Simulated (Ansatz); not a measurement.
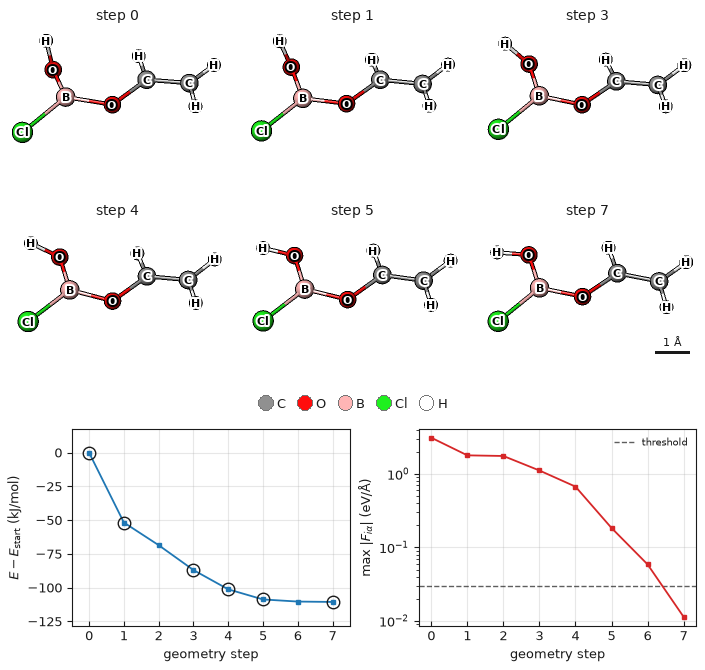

Frames of a relaxation of C$_{2}$H$_{4}$BClO$_{2}$ (coarse preliminary run), marked on the history of the run. The picture is a ball-and-stick view, seen from a free direction.

The start comes from a force field.

Level of theory: RKS PBE-D4/def2-SVP in Ansatz 0.2.0. Set-up: force threshold 0.03 eV/Å; at most 200 steps.

What happens along the run?

An H atom moves most after the best rigid fit: 0.84 Å. By element the largest moves are H 0.84 Å, O 0.44 Å, Cl 0.26 Å, B 0.19 Å, C 0.10 Å. Near-neighbour distances that change, for instance: B–O 1.501 → 1.366 Å, B–Cl 1.904 → 1.781 Å, H–O 1.023 → 0.973 Å, C–H 1.051 → 1.098 Å. Bond angles that change, for instance: B–O–H 101.6° → 112.2°, H–C–H 124.7° → 119.2°, C–C–H 116.2° → 121.1°. Groups turn about B–O by about 90°. After 7 geometry steps the energy has fallen by 110.6 kJ/mol. Largest force component: 3.1 eV/Å at the start, 0.011 eV/Å at the end. The run took 9 s on 4 threads of Arm Neoverse V2 (shared host). From step 0 to 1: an H atom moves most (0.16 Å), energy −51.7 kJ/mol. From step 1 to 3: an H atom moves most (0.33 Å), energy −35.2 kJ/mol. From step 3 to 4: an H atom moves most (0.20 Å), energy −14.3 kJ/mol. From step 4 to 5: an H atom moves most (0.20 Å), energy −7.49 kJ/mol. From step 5 to 7: an H atom moves most (0.18 Å), energy −1.85 kJ/mol.
